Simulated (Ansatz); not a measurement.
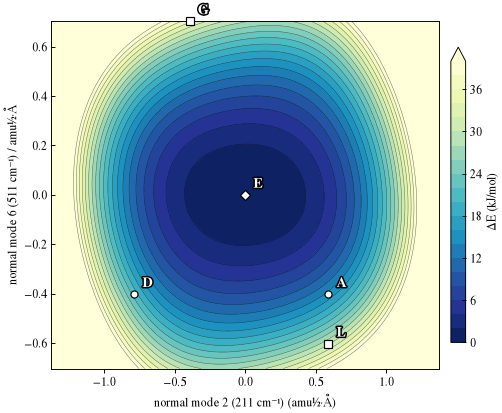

CH₂ClGeO, SMILES O=[C+][GeH2][Cl], charge +1. 
- Coordinates scanned: (1) normal mode 2 (211 cm⁻¹); (2) normal mode 6 (511 cm⁻¹).
- Nothing is relaxed (straight displacements along the two mass-weighted modes).
- The grid has 15 × 15 points; 114 points were computed and 111 follow by symmetry.
- Energies: kJ/mol, counted from the lowest grid point.
- These are results of Ansatz 0.2.0, RKS PBE-D4/def2-SVP, not measurements.

In the figure: filled contours, one colour for all values above the top of the scale, lettered points. Between grid points the surface is interpolated.

> Is A the lowest point of the computed grid?

No. A lies 15 kJ/mol above the lowest grid point, which is at normal mode 2 (211 cm⁻¹) = 0.000 amu½·Å, normal mode 6 (511 cm⁻¹) = 0.000 amu½·Å.

> Rank the lettered points by energy, lowest first.

E (0 kJ/mol), A (15 kJ/mol), D (21 kJ/mol), L (30 kJ/mol), G (35 kJ/mol).

> What kind of point is each of A, D, E, L: minimum, saddle, maximum or slope?

A: on a slope; D: on a slope; E: minimum; L: on a slope. (In these two coordinates alone; a stationary point may lie a little off the grid point.)
